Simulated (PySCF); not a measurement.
# C$_{10}$H$_{24}$Si$_{3}$: what the fields show

```
atom    x (Å)    y (Å)    z (Å)
  Si   0.5648  -0.0289   0.3322
   C   0.7574   0.0815   2.2065
   C   1.6837   0.8117   2.8418
   H   0.0318  -0.4621   2.8276
   H   2.4404   1.3859   2.2949
   H   1.7330   0.8678   3.9355
   C   2.2418  -0.1211  -0.5225
   C   3.4097  -0.4333   0.0536
   H   2.2462   0.0668  -1.6062
   H   3.4843  -0.6386   1.1272
   H   4.3410  -0.4980  -0.5205
  Si  -0.5512   1.9136  -0.3806
   C  -1.0202   1.7808  -2.2065
   C  -2.1090   2.1516   0.6583
   C   0.6020   3.3853  -0.1215
   H  -1.4913   2.7147  -2.5549
   H  -1.7366   0.9605  -2.3714
   H  -0.1375   1.5915  -2.8373
   H  -2.8109   1.3126   0.5340
   H  -1.8498   2.2201   1.7266
   H  -2.6324   3.0792   0.3745
   H   0.8806   3.4729   0.9405
   H   1.5288   3.2683  -0.7047
   H   0.1201   4.3284  -0.4277
  Si  -0.5995  -1.9841  -0.2529
   C  -2.4223  -1.8600   0.2290
   C  -0.4568  -2.2330  -2.1196
   C   0.1990  -3.4454   0.6355
   H  -2.9515  -2.7997   0.0010
   H  -2.9220  -1.0485  -0.3232
   H  -2.5411  -1.6574   1.3051
   H  -0.8908  -1.3873  -2.6751
   H   0.5990  -2.3272  -2.4187
   H  -0.9816  -3.1504  -2.4334
   H   1.2700  -3.5070   0.3866
   H   0.1139  -3.3377   1.7284
   H  -0.2775  -4.3972   0.3485
```

Geometry: PBE0-D3(BJ)/def2-SVP.

The calculation used PySCF, PBE0/pcSseg-1, SCF density, gas phase, non-relativistic.

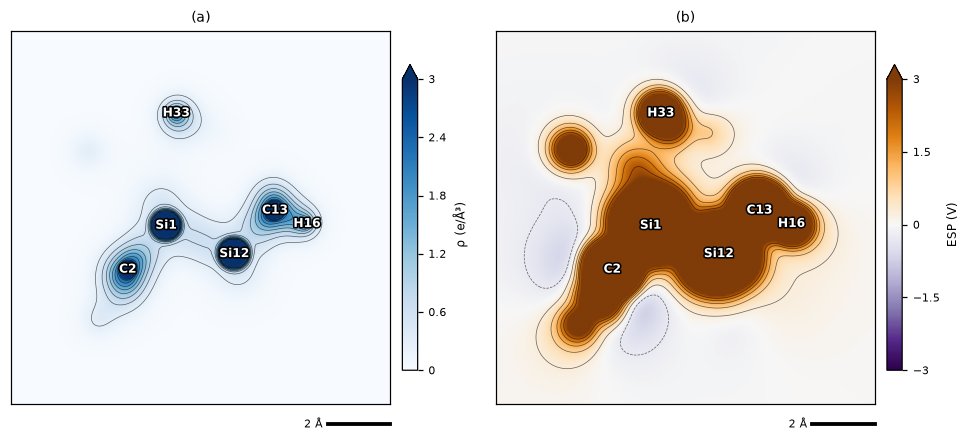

Figure 1. (a) electron density; (b) electrostatic potential on the plane of atoms Si12, C13 and H16.

### Describe what can be read from this map.

The section cuts through Si, C and H sites. C–Si (1.89 Å): the density is about 0.91 e/Å³ at the midpoint. Si–Si (2.35 Å): the density is about 0.64 e/Å³ at the midpoint. C–H (1.10 Å): ρ at the midpoint is about 1.9 e/Å³. Outside the dense part of the molecule the potential is most negative (−0.7 V) near C3, which lies off the plane.

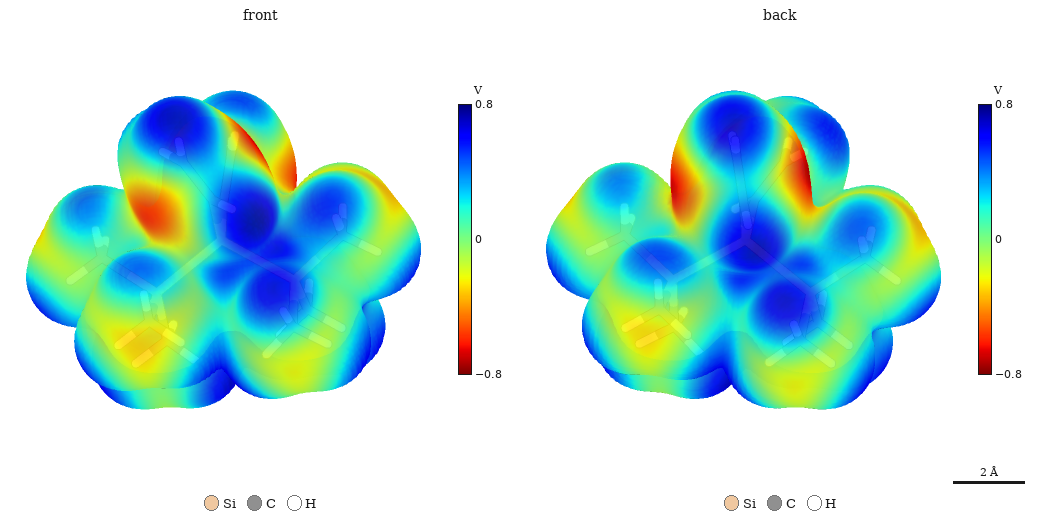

Figure 2. The electrostatic potential painted on the density surface at 0.002 e/bohr³, seen from the front and from behind; red is negative and blue positive.

### Where is the surface potential most negative and most positive?

The most negative region (about −0.7 V) lies over the π face of C2, C3, C7 and C8, the most positive (about +0.7 V) over the H atoms.

### How polar is the molecule by this calculation?

Its dipole moment is 0.25 D.
